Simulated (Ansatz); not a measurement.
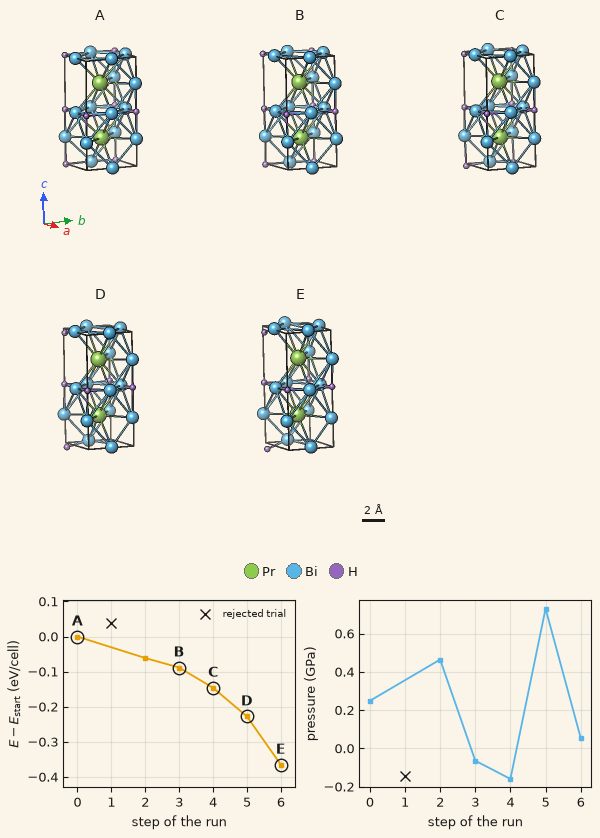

Frames of a relaxation of a crystal of PrBi3H (a generated structure, set up in P1) (coarse preliminary run), marked on the history of the run. A ball-and-stick model of the cell of the calculation, seen slightly off an axis.

The calculation used Ansatz, DFT PBE, scalar-relativistic, plane waves, PAW; 4f electrons in the core of a trivalent norm-conserving potential. Settings: plane-wave cutoff 660 eV; k-point mesh 4 × 4 × 2; occupations gaussian; smearing width 0.2 eV; no spin polarisation; cell and atoms relaxed; force threshold 0.025 eV/Å; at most 60 steps.

Q: What happens along the run?

A: The run was cut off at its time limit before the relaxation converged, so the last structure is only a point on the way. After 5 accepted moves (6 points after the start) the energy has fallen by 0.365 eV per cell of the calculation. The largest force component goes from 0.27 to 0.22 eV/Å. Pressure: 0.25 GPa at the start and 0.06 GPa at the end. The line search rejected the trial step at point 1 of the run. The largest move relative to the cell is that of an H atom, 0.57 Å along [1 0 −1]. By element the largest moves are H 0.57 Å, Pr 0.33 Å, Bi 0.32 Å. The drawn cell changes as follows: a 5.057 → 5.410 Å (+7.0 %), b 5.027 → 4.472 Å (−11.0 %), c 10.096 → 10.805 Å (+7.0 %), α 88.4° → 89.8°, β 91.4° → 92.2°, γ 91.3° → 90.2°; the volume changes by +1.9 %. Near-neighbour distances that change, for instance: Bi–H 2.545 → 3.281 Å, Bi–Pr 3.608 → 4.229 Å, Bi–Bi 3.541 → 4.083 Å, Bi–Bi 3.523 → 3.990 Å. The space group stays P1 (No. 1). The run took 8.6 min on 1 thread of Arm Neoverse V2, on a shared host, peak memory 0.82 GiB. From step 0 to 3: a Bi atom moves most (0.10 Å), volume +0.3 %, energy −88.3 meV per cell of the calculation. From step 3 to 4: an H atom moves most (0.15 Å), volume +0.4 %, energy −57.8 meV per cell of the calculation. From step 4 to 5: an H atom moves most (0.20 Å), volume −0.7 %, energy −81.7 meV per cell of the calculation. From step 5 to 6: Bi and H atoms move most (0.21 Å), volume +1.9 %, energy −0.138 eV per cell of the calculation.

| step | E − E(0), meV/atom | largest force component, eV/Å | pressure, GPa | volume, Å³/atom | note |
| --- | --- | --- | --- | --- | --- |
| 0 | 0.00 | 0.2737 | 0.25 | 25.641 |  |
| 1 | 3.90 | 0.5022 | -0.15 | 25.839 | rejected |
| 2 | -6.12 | 0.0456 | 0.46 | 25.470 |  |
| 3 | -8.83 | 0.0636 | -0.06 | 25.718 |  |
| 4 | -14.60 | 0.1781 | -0.16 | 25.810 |  |
| 5 | -22.78 | 0.1569 | 0.73 | 25.626 |  |
| 6 | -36.53 | 0.2197 | 0.06 | 26.118 |  |
